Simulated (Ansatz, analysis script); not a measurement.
**Fixed-spin-moment curve of Osmium**

Is Osmium magnetic, nearly magnetic or plainly paramagnetic? E(M) and M(B) tell.

Method: PBE, PAW set soft_1, in Ansatz 0.2.0.

### Step 1. The starting structure

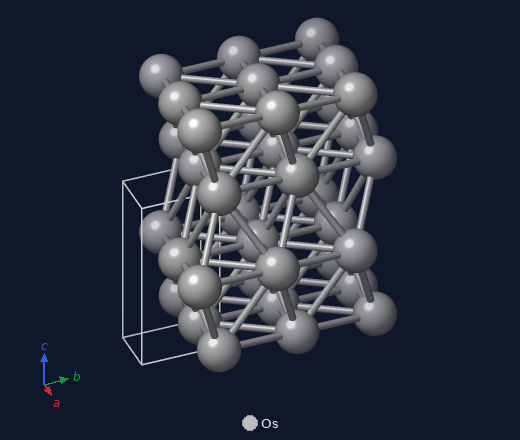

Start, viewed slightly off an axis; osmium light grey. 3×3×2 cells are drawn.

Structure file:

```cif
data_structure
_symmetry_space_group_name_H-M 'P6_3/mmc'
_symmetry_Int_Tables_number 194
_cell_length_a 2.7341
_cell_length_b 2.7341
_cell_length_c 4.3197
_cell_angle_alpha 90.000
_cell_angle_beta 90.000
_cell_angle_gamma 120.000
_cell_volume 27.96
loop_
_atom_site_label
_atom_site_type_symbol
_atom_site_symmetry_multiplicity
_atom_site_Wyckoff_symbol
_atom_site_fract_x
_atom_site_fract_y
_atom_site_fract_z
_atom_site_occupancy
Os1 Os 2 c 0.33333 0.66667 0.25000 1
```

The cell of this run holds 2 atoms, 2 of them with a starting moment; values «a cell» refer to the cell of the run in question.

### Step 2. The collinear state

First a free collinear run, to see which state the typed moments lead to.

The input, input.yaml:

```yaml
crystal:
  lattice:
    - [2.7341, 0.0, 0.0]
    - [-1.36705, 2.3678000565, 0.0]
    - [0.0, 0.0, 4.3197]
  atoms:
    - { symbol: Os, position: [0.3333333333, 0.6666666667, 0.25], spin: 1.0 }
    - { symbol: Os, position: [0.6666666667, 0.3333333333, 0.75], spin: 1.0 }
magnetization:
  spin_polarized: true
kpoints:
  mp_grid: { grid: [14, 14, 8] }
hamiltonian:
  xc: pbe
  pseudopotentials: { kind: paw, azcp: { folder: soft_1 } }
scf:
  occupations: { method: fermi_dirac, width: 0.05 }
  max_iter: 120
  convergence: { dr2_threshold: 1.0e-08 }
  lower_state_search: "off"
output:
  write_density: true
  write_potential: true
  elf: true
  volumetric_format: npy
```

On the command line:

```console
$ ansatz run input.yaml --threads 2 --pin off --max-ram 5120MiB --backend cpu --events-out ev --progress --plain --runs-dir out
```

Numbers of over 12 decimals in the logs are rounded to 6 here.

Log:

```text
Engine: ansatz 0.2.0, aarch64-unknown-linux-gnu
Pseudopotentials: kind: paw
Pseudopotential: Os, paw, valence charge 16, recommended cutoff 420 eV (normal), soft_1/Os.paw.azcp
Functional definition: PBE
  parameter kappa = 0.804
  parameter beta = 0.066725
  exchange = pbe_x(kappa = kappa, mu = beta*pi^2/3)
  correlation = pbe_c(beta = beta)
Crystal: 2 atoms, lattice volume = 27.965 Å³
Basis set: ecut = 420 eV, 537 PW (Γ)
Bands: 21, of which v1, the nominal top of the filled ones, is band 16 counted from 1 (15 counted from 0)
Symmetry: 24 space group operations
Space group: P63/mmc (ITA 194), of the structure as read, at distance tolerance 3.0e-5 Å
Magnetic group: BNS 194.263 (UNI 1493), of the structure as read, at distance tolerance 3.0e-5 Å
k-points: 120 of 1568
Non-local potential: Os, projectors of the file, l = 0: 3, l = 1: 2, l = 2: 2, l = 3: 1
PAW form: soft (Blöchl's): semilocal exchange-correlation on the pseudo side does not see the compensation charge
PAW one-centre angular grid: Os, 590 points (default); XC on 64 Gauss nodes
Initial density: superposition of atomic densities (chi_scale 0.1, normalization cell)
Starting moments: Σ|m| = 2 μB on 2 of 2 sites
Initial wavefunctions: pseudopotential atomic-orbital guess
Functional: x = pbe(κ = 0.804, μ = 0.219515), c = pbe(β = 0.066725)
iter 1 solved again at ethr=2.70e-3 eV; its pass at ethr=3.10e-3 eV (dr2=8.64e-1 eV) is discarded
SCF iter   1: F=—  HF=-22771.896784 eV  |F-HF|=—  |Δ(HF+E_count)|=         —  Δρ=7.44e-2 (↑7.44e-2 ↓4.30e-2)  dr2=8.63e-1  dr2_m=7.13e-1  M=0.321 μB ∫|m|=0.326 μB  β_m=0.30  ethr=2.70e-3  ⟨swp⟩=1.0  Hψ=27877  notcnv=0
preconditioner: auto → none  [metal: Δε(μ)=0.023 eV  Ē_g=8.505 eV  σ=0.050 eV  W_gap=0.11  n_scr=8 (ndim 8)  ℏωp=28.1 eV  f_vac=0.000  D(μ)=0.86/eV (n_scr^D=2)  sad-step TF]
SCF iter   2: F=—  HF=-22771.841676 eV  |F-HF|=—  |Δ(HF+E_count)|=   5.51e-2  Δρ=5.35e-2 (↑5.35e-2 ↓3.20e-2)  dr2=4.34e-1  dr2_m=3.77e-1  M=0.267 μB ∫|m|=0.273 μB  β_m=0.30  ethr=2.70e-3  ⟨swp⟩=2.0  Hψ=5832  notcnv=0
SCF iter   3: F=—  HF=-22771.754143 eV  |F-HF|=—  |Δ(HF+E_count)|=   8.75e-2  Δρ=2.91e-2 (↑2.66e-2 ↓2.91e-2)  dr2=4.45e-3  dr2_m=1.96e-1  M=0.233 μB ∫|m|=0.237 μB  β_m=0.30  ethr=1.36e-3  ⟨swp⟩=2.7  Hψ=9213  notcnv=0
SCF iter   4: F=—  HF=-22771.784988 eV  |F-HF|=—  |Δ(HF+E_count)|=   3.08e-2  Δρ=2.11e-2 (↑2.02e-2 ↓2.11e-2)  dr2=1.35e-3  dr2_m=1.08e-1  M=0.190 μB ∫|m|=0.194 μB  β_m=0.30  ethr=1.39e-5  ⟨swp⟩=1.7  Hψ=8496  notcnv=0
SCF iter   5: F=—  HF=-22771.802930 eV  |F-HF|=—  |Δ(HF+E_count)|=   1.79e-2  Δρ=1.54e-2 (↑1.53e-2 ↓1.54e-2)  dr2=2.08e-5  dr2_m=6.03e-2  M=0.154 μB ∫|m|=0.158 μB  β_m=0.30  ethr=4.22e-6  ⟨swp⟩=2.6  Hψ=9165  notcnv=0
SCF iter   6: F=—  HF=-22771.812552 eV  |F-HF|=—  |Δ(HF+E_count)|=   9.62e-3  Δρ=1.16e-2 (↑1.16e-2 ↓1.15e-2)  dr2=4.15e-6  dr2_m=3.42e-2  M=0.124 μB ∫|m|=0.128 μB  β_m=0.30  ethr=6.50e-8  ⟨swp⟩=2.0  Hψ=8671  notcnv=0
SCF iter   7: F=—  HF=-22771.818169 eV  |F-HF|=—  |Δ(HF+E_count)|=   5.62e-3  Δρ=8.76e-3 (↑8.76e-3 ↓8.76e-3)  dr2=1.08e-7  dr2_m=1.97e-2  M=0.099 μB ∫|m|=0.103 μB  β_m=0.30  ethr=1.30e-8  ⟨swp⟩=2.8  Hψ=9880  notcnv=0
Mixer restart at iter 7: flushing history
spin-set hold released at iteration 7 (site moments contracting): the magnetisation degrees of freedom join the quasi-Newton model from the next iteration; the mixer history was flushed
SCF iter   8: F=—  HF=-22771.821504 eV  |F-HF|=—  |Δ(HF+E_count)|=   3.34e-3  Δρ=6.69e-3 (↑6.69e-3 ↓6.68e-3)  dr2=4.15e-8  dr2_m=1.15e-2  M=0.079 μB ∫|m|=0.083 μB  β_m=0.65  ethr=3.13e-11  ⟨swp⟩=6.7  Hψ=21230  notcnv=0
SCF iter   9: F=—  HF=-22771.826668 eV  |F-HF|=—  |Δ(HF+E_count)|=   5.16e-3  Δρ=4.77e-4 (↑4.75e-4 ↓4.77e-4)  dr2=1.43e-7  dr2_m=5.80e-5  M=0.008 μB ∫|m|=0.010 μB  β_m=0.82  ethr=1.30e-10  ⟨swp⟩=4.2  Hψ=14907  notcnv=0
SCF iter  10: F=—  HF=-22771.826733 eV  |F-HF|=—  |Δ(HF+E_count)|=   6.44e-5  Δρ=1.57e-4 (↑1.57e-4 ↓1.52e-4)  dr2=8.00e-8  dr2_m=6.11e-6  M=0.003 μB ∫|m|=0.004 μB  β_m=0.91  ethr=1.30e-10  ⟨swp⟩=3.5  Hψ=13388  notcnv=0
SCF iter  11: F=—  HF=-22771.826741 eV  |F-HF|=—  |Δ(HF+E_count)|=   8.51e-6  Δρ=1.88e-5 (↑1.24e-5 ↓1.88e-5)  dr2=2.09e-7  dr2_m=1.54e-8  M=0.000 μB ∫|m|=0.000 μB  β_m=0.79  ethr=1.30e-10  ⟨swp⟩=3.2  Hψ=11739  notcnv=0
iter 12 did not close the SCF: its close was put off for a magnetic moment that had not settled (scf_convergence_deferred on its scf_iter line)
SCF iter  12: F=-22771.826741 eV  HF=-22771.826741 eV  |F-HF|=5.36e-9  |Δ(HF+E_count)|=   6.18e-8  Δρ=6.00e-6 (↑6.00e-6 ↓3.89e-6)  dr2=5.56e-9  dr2_m=5.25e-9  M=0.000 μB ∫|m|=0.000 μB  β_m=0.83  ethr=3.13e-11  ⟨swp⟩=1.7  Hψ=15747  notcnv=0
iter 13 did not close the SCF: its close was put off for a magnetic moment that had not settled (scf_convergence_deferred on its scf_iter line)
SCF iter  13: F=-22771.826741 eV  HF=-22771.826741 eV  |F-HF|=7.64e-11  |Δ(HF+E_count)|=   1.03e-8  Δρ=1.09e-6 (↑7.51e-7 ↓1.09e-6)  dr2=2.64e-10  dr2_m=1.36e-10  M=-0.000 μB ∫|m|=0.000 μB  β_m=0.76  ethr=1.74e-11  ⟨swp⟩=1.0  Hψ=14239  notcnv=0
SCF iter  14: F=-22771.826741 eV  HF=-22771.826741 eV  |F-HF|=1.09e-11  |Δ(HF+E_count)|=  2.15e-10  Δρ=1.47e-7 (↑1.47e-7 ↓1.32e-7)  dr2=2.80e-13  dr2_m=4.92e-12  M=-0.000 μB ∫|m|=0.000 μB  ethr=1.00e-12  ⟨swp⟩=1.0  Hψ=13865  notcnv=0
WARN: the starting moments were not kept: the SCF closed with an absolute magnetisation of 1.3e-6 μB, where they sum to 2 μB in size (2 sites). That is at most 0.1 of that sum. Measured as dr2_m measures the in/out step, that magnetisation stands 2.3e-13 eV from none, at or under the dr2_threshold of 1.0e-8 eV: it is no larger than a step whose dr2_m would equal this threshold. The system may hold no moment; this SCF [...]
SCF 1 converged in 14 iterations: F = -22771.826741 eV  dr2 = 2.80e-13
  greatest PAW one-centre occupation: 1.000 electrons in one spin orbital (limit 2), on the Os atom at site 1 (counted from 0), in its partial waves of l = 0
SCF converged after 14 iterations
Magnetization: -0.0000 μB (16.0000 up, 16.0000 down)
Absolute magnetization: 0.0000 μB (∫|ρ↑−ρ↓|, with the PAW one-centre terms)
Spin contamination: 0.0000 ħ² per cell (⟨S²⟩ above its minimum at these occupations)
Per-site moments (μB) at R_I (Å): [(-1.425782451430894e-7, 1.103522), (-1.4257824511947755e-7, 1.103522)]
Free energy (F): -22771.826741 eV
Harris-Foulkes:  -22771.826741 eV  (|F-HF|=1.09e-11)
Internal energy: -22771.813544 eV  (E = F + TS)
E sigma→0 (E₀):  -22771.820143 eV
Entropy (-TS):   -0.013197 eV (-6.598 meV/atom)
Fermi energy:    26.053840 eV
--- Per-component energies (eV) ---
  E_band       = -129.753095
  E_kinetic    = 984.941462
  E_local      = -1821.142646  (includes V_loc(G=0)·N_el)
  E_nonlocal   = 392.101268
  E_hartree    = 653.499710
  E_xc         = -468.310347
  E_vxc        = -493.248956  (∫ρ·V_xc dr)
  E_paw        = -18094.323585  (= ΣΔE_a)
  E_vpaw       = -499.404545  (= ΣTr[D̂ρ^β])
  E_aug_tail   = 0.000875  (compensation charges beyond the density's cutoff)
  E_ewald      = -4418.580283
  E_smearing   = -0.013197  (= −TS)
  E_closure    = -0.000000  (closes the sum)
  Σ components = -22771.826741   (vs F -22771.826741, Δ=0.00e0)
--- Band table (eV; the first three rows and the last of 240) ---
  k-point 0 ↑: bands = [... 12 lower, 23.2196, 23.8075, 23.8075, 24.4607, 24.4607, 26.0380, 27.7215, 27.7215, ... 1 higher]
  k-point 1 ↑: bands = [... 12 lower, 23.1058, 23.6800, 23.6800, 24.7524, 24.7524, 25.4138, 27.7464, 27.7464, ... 1 higher]
  k-point 2 ↑: bands = [... 12 lower, 22.8161, 23.3741, 23.3741, 24.1147, 25.4141, 25.4141, 27.7197, 27.7197, ... 1 higher]
  k-point 119 ↓: bands = [... 12 lower, 22.5689, 22.5689, 24.6936, 24.6936, 27.7254, 27.7254, 33.9102, 33.9102, ... 1 higher]
```

Elapsed: 5.8 s, on 2 threads of Arm Neoverse V2, shared host; peak memory 0.34 GiB; 11 s of CPU time.

In the SCF lines HF is the Harris–Foulkes energy and dr2 the Hartree energy of the density residual, in eV; the loop may stop once dr2 is under the threshold and the program's other checks hold. Hψ counts applications of the Hamiltonian.

The spin moment in the atom's sphere vanishes on all atoms.

Tables count atoms from 1; parts of the log count from 0.

The run ends non-magnetic, with a net moment of 0 μB a cell. The run left the order that was typed.

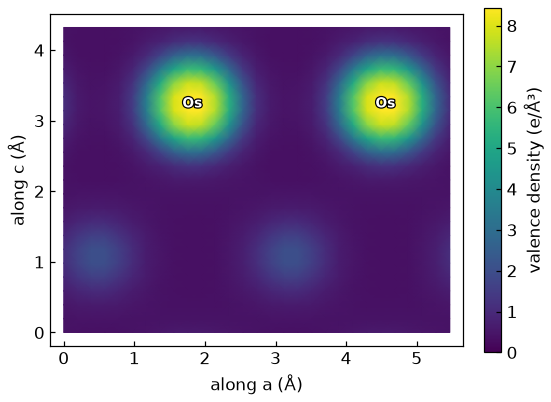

Valence density in the ac plane at fractional y = 0.333, with atoms of Os within 0.2 Å of it. It is the smooth field of the valence electrons, not physical close to the nuclei.

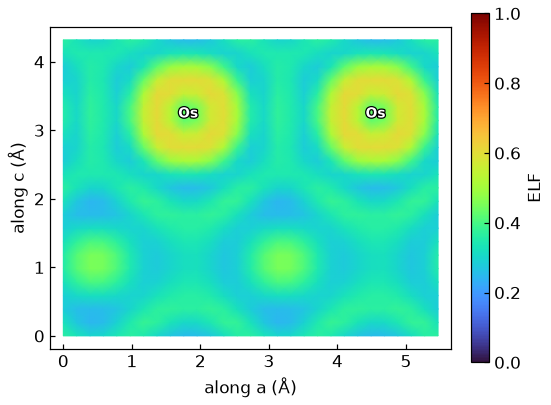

ELF in the ac plane at fractional y = 0.333, with atoms of Os within 0.2 Å of it. It is the smooth field of the valence electrons, not physical close to the nuclei.

### Step 3. Mesh refined

Levels at the Fermi energy are partly filled, so moments and energy differences can hang on the k-mesh, and the state is solved again on a denser one.

Changes to input.yaml since step 2:

```diff
@@ -11,3 +11,3 @@
 kpoints:
-  mp_grid: { grid: [14, 14, 8] }
+  mp_grid: { grid: [16, 16, 9] }
 hamiltonian:
@@ -20,6 +20,3 @@
   lower_state_search: "off"
-output:
-  write_density: true
-  write_potential: true
-  elf: true
-  volumetric_format: npy
+basis:
+  ecutwfc: 420.0
```

Log:

```text
[...]
Crystal: 2 atoms, lattice volume = 27.965 Å³
Basis set: ecut = 420 eV, 537 PW (Γ)
Bands: 21, of which v1, the nominal top of the filled ones, is band 16 counted from 1 (15 counted from 0)
Symmetry: 24 space group operations
[...]
k-points: 150 of 2304
[...]
Starting moments: Σ|m| = 2 μB on 2 of 2 sites
[...]
SCF iter  13: F=-22771.835735 eV  HF=-22771.835735 eV  |F-HF|=3.27e-11  |Δ(HF+E_count)|=   4.23e-9  Δρ=5.72e-7 (↑5.72e-7 ↓4.05e-7)  dr2=1.17e-10  dr2_m=2.45e-11  M=-0.000 μB ∫|m|=0.000 μB  ethr=2.59e-12  ⟨swp⟩=1.0  Hψ=18918  notcnv=0
[...]
SCF 1 converged in 13 iterations: F = -22771.835735 eV  dr2 = 1.17e-10
[...]
SCF converged after 13 iterations
Magnetization: -0.0000 μB (16.0000 up, 16.0000 down)
Absolute magnetization: 0.0000 μB (∫|ρ↑−ρ↓|, with the PAW one-centre terms)
[...]
Per-site moments (μB) at R_I (Å): [(7.81043464261343e-7, 1.103522), (7.810434641541572e-7, 1.103522)]
Free energy (F): -22771.835735 eV
[...]
Internal energy: -22771.827623 eV  (E = F + TS)
E sigma→0 (E₀):  -22771.831679 eV
Entropy (-TS):   -0.008113 eV (-4.056 meV/atom)
Fermi energy:    26.043217 eV
[...]
```

Elapsed: 5.2 s, on 2 threads; peak memory 0.35 GiB.

The spin moment in the atom's sphere vanishes on all atoms.

The run ends non-magnetic, with a net moment of 0 μB a cell, against 0 μB on the first mesh.

### Step 4. The non-magnetic reference

The state without spin is the zero of E(M).

input.yaml, the sections that differ from step 3:

```yaml
crystal:
  lattice:
    - [2.7341, 0.0, 0.0]
    - [-1.36705, 2.3678000565, 0.0]
    - [0.0, 0.0, 4.3197]
  atoms:
    - { symbol: Os, position: [0.3333333333, 0.6666666667, 0.25] }
    - { symbol: Os, position: [0.6666666667, 0.3333333333, 0.75] }
scf:
  occupations: { method: fermi_dirac, width: 0.05 }
  max_iter: 120
  convergence: { dr2_threshold: 1.0e-08 }
# kpoints, hamiltonian, basis: as in step 3
# magnetization: removed
```

On the command line:

```console
$ ansatz run input.yaml --threads 1 --pin off --max-ram 2560MiB --backend cpu --events-out ev --progress --plain --runs-dir out
```

Log:

```text
[...]
Crystal: 2 atoms, lattice volume = 27.965 Å³
Basis set: ecut = 420 eV, 537 PW (Γ)
Bands: 20, of which v1, the nominal top of the filled ones, is band 16 counted from 1 (15 counted from 0)
Symmetry: 24 space group operations
[...]
k-points: 150 of 2304
[...]
SCF iter   1: F=—  HF=-22772.135272 eV  |F-HF|=—  |Δ(HF+E_count)|=         —  Δρ=6.04e-2  dr2=8.71e-1  ethr=3.10e-3  ⟨swp⟩=5.3  Hψ=11989  notcnv=0
[...]
SCF iter   7: F=-22771.835735 eV  HF=-22771.835735 eV  |F-HF|=2.40e-10  |Δ(HF+E_count)|=   5.92e-9  Δρ=2.12e-6  dr2=7.08e-10  ethr=3.13e-11  ⟨swp⟩=2.1  Hψ=6036  notcnv=0
SCF 1 converged in 7 iterations: F = -22771.835735 eV  dr2 = 7.08e-10
[...]
SCF converged after 7 iterations
Free energy (F): -22771.835735 eV
[...]
Internal energy: -22771.827623 eV  (E = F + TS)
E sigma→0 (E₀):  -22771.831679 eV
Entropy (-TS):   -0.008113 eV (-4.056 meV/atom)
Fermi energy:    26.043204 eV
[...]
```

Wall time 2.6 s (1 thread); peak memory 0.31 GiB.

### Step 5. Without spin, levels printed

Changes to input.yaml since step 4:

```diff
@@ -19 +19,3 @@
   ecutwfc: 420.0
+output:
+  eigenvalues: true
```

Log:

```text
[...]
Crystal: 2 atoms, lattice volume = 27.965 Å³
Basis set: ecut = 420 eV, 537 PW (Γ)
Bands: 20, of which v1, the nominal top of the filled ones, is band 16 counted from 1 (15 counted from 0)
Symmetry: 24 space group operations
[...]
k-points: 150 of 2304
[...]
Fermi energy:    26.043204 eV
[...]
--- Band table (eV; the first three rows and the last of 150) ---
  k-point 0: bands = [... 12 lower, 23.2216, 23.8084, 23.8084, 24.4642, 24.4642, 26.0395, 27.7253, 27.7253]
  k-point 1: bands = [... 12 lower, 23.1309, 23.7065, 23.7065, 24.6992, 24.6992, 25.5355, 27.7466, 27.7466]
  k-point 2: bands = [... 12 lower, 22.8914, 23.4511, 23.4511, 24.4170, 25.2530, 25.2530, 27.7434, 27.7434]
  k-point 149: bands = [... 12 lower, 22.5173, 22.6314, 24.5047, 24.8850, 27.6491, 27.8082, 33.4911, 34.0650]
[key lines of the parts left out:]
SCF converged after 7 iterations
Free energy (F): -22771.835735 eV
```

Run time: 2.7 s. Hardware: 1 thread; peak memory 0.31 GiB.

### Step 6. Total moment fixed at 0.2 μB

Two Fermi levels, one a spin, hold the total moment exactly, which reaches states that a free run would leave.

input.yaml, the sections that differ from step 5:

```yaml
crystal:
  lattice:
    - [2.7341, 0.0, 0.0]
    - [-1.36705, 2.3678000565, 0.0]
    - [0.0, 0.0, 4.3197]
  atoms:
    - { symbol: Os, position: [0.3333333333, 0.6666666667, 0.25], spin: 0.1 }
    - { symbol: Os, position: [0.6666666667, 0.3333333333, 0.75], spin: 0.1 }
magnetization:
  spin_polarized: true
  initial_magnetization: 0.2
  spin_locking: { lock_magnetization: hard }
scf:
  occupations: { method: fermi_dirac, width: 0.05 }
  max_iter: 120
  convergence: { dr2_threshold: 1.0e-08 }
  lower_state_search: "off"
# kpoints, hamiltonian, basis: as in step 5
# output: removed
```

Log:

```text
[...]
Crystal: 2 atoms, lattice volume = 27.965 Å³
Basis set: ecut = 420 eV, 537 PW (Γ)
Bands: 21, of which v1, the nominal top of the filled ones, is band 16 counted from 1 (15 counted from 0)
Symmetry: 24 space group operations
[...]
k-points: 150 of 2304
[...]
Starting moments: Σ|m| = 0.2 μB on 2 of 2 sites
[...]
SCF iter   8: F=-22771.819116 eV  HF=-22771.819116 eV  |F-HF|=1.82e-11  |Δ(HF+E_count)|=  3.06e-10  Δρ=2.17e-7 (↑1.26e-7 ↓2.17e-7)  dr2=1.48e-11  dr2_m=3.28e-12  M=0.200 μB ∫|m|=0.200 μB  ethr=1.47e-12  ⟨swp⟩=1.0  Hψ=18012  notcnv=0
SCF 1 converged in 8 iterations: F = -22771.819116 eV  dr2 = 1.48e-11
[...]
SCF converged after 8 iterations
Stability checked in part: among states of this total moment the steps that led to this state did not find it unstable. No probe was made; neither looks for a lower state of another moment (fixed_total_moment; see scf.lower_state_search)
Magnetization: 0.2000 μB (16.1000 up, 15.9000 down)
Absolute magnetization: 0.2000 μB (∫|ρ↑−ρ↓|, with the PAW one-centre terms)
[...]
Per-site moments (μB) at R_I (Å): [(0.086139, 1.103522), (0.086139, 1.103522)]
Free energy (F): -22771.819116 eV
[...]
Internal energy: -22771.809705 eV  (E = F + TS)
E sigma→0 (E₀):  -22771.814410 eV
Entropy (-TS):   -0.009411 eV (-4.706 meV/atom)
Fermi energy:    26.053904 (↑ 26.215487, ↓ 25.892321) eV
[...]
```

The job ended after 6.4 s (1 thread; peak memory 0.34 GiB).

The energy is 16.6 meV from the state without spin, and the largest site carries 0.0861 μB.

### Step 7. Total moment fixed at 0.4 μB

input.yaml, the sections that differ from step 6:

```yaml
crystal:
  lattice:
    - [2.7341, 0.0, 0.0]
    - [-1.36705, 2.3678000565, 0.0]
    - [0.0, 0.0, 4.3197]
  atoms:
    - { symbol: Os, position: [0.3333333333, 0.6666666667, 0.25], spin: 0.2 }
    - { symbol: Os, position: [0.6666666667, 0.3333333333, 0.75], spin: 0.2 }
magnetization:
  spin_polarized: true
  initial_magnetization: 0.4
  spin_locking: { lock_magnetization: hard }
# kpoints, hamiltonian, scf, basis: as in step 6
```

Log:

```text
[...]
Crystal: 2 atoms, lattice volume = 27.965 Å³
Basis set: ecut = 420 eV, 537 PW (Γ)
Bands: 21, of which v1, the nominal top of the filled ones, is band 16 counted from 1 (15 counted from 0)
Symmetry: 24 space group operations
[...]
k-points: 150 of 2304
[...]
Starting moments: Σ|m| = 0.4 μB on 2 of 2 sites
[...]
SCF iter   8: F=-22771.773945 eV  HF=-22771.773945 eV  |F-HF|=1.09e-11  |Δ(HF+E_count)|=  6.51e-10  Δρ=3.41e-7 (↑2.02e-7 ↓3.41e-7)  dr2=1.60e-11  dr2_m=1.52e-11  M=0.400 μB ∫|m|=0.400 μB  ethr=1.59e-12  ⟨swp⟩=1.0  Hψ=18076  notcnv=0
SCF 1 converged in 8 iterations: F = -22771.773945 eV  dr2 = 1.60e-11
[...]
SCF converged after 8 iterations
[...]
Magnetization: 0.4000 μB (16.2000 up, 15.8000 down)
Absolute magnetization: 0.4000 μB (∫|ρ↑−ρ↓|, with the PAW one-centre terms)
[...]
Per-site moments (μB) at R_I (Å): [(0.173874, 1.103522), (0.173874, 1.103522)]
Free energy (F): -22771.773945 eV
[...]
Internal energy: -22771.761912 eV  (E = F + TS)
E sigma→0 (E₀):  -22771.767929 eV
Entropy (-TS):   -0.012033 eV (-6.017 meV/atom)
Fermi energy:    26.062115 (↑ 26.343648, ↓ 25.780583) eV
[...]
```

It took 6.4 s on 1 thread; peak memory 0.34 GiB.

The energy is 61.8 meV from the state without spin, and the largest site carries 0.174 μB.

[end of part 1 of 2]

[Logs and program files are shortened in this print: banners, set-up blocks, solver, clock and traceback lines can be left out without a mark of their own.]

[Logs are printed without paths, hosts, clocks, repeated set-up lines and the standing remarks that a program may print on its own settings, such as how far it seeks lower states.]

[Hosts, paths, dates, database ids (printed as entryN), source tags and the programs' standing remarks are cut or masked in the printed files.]
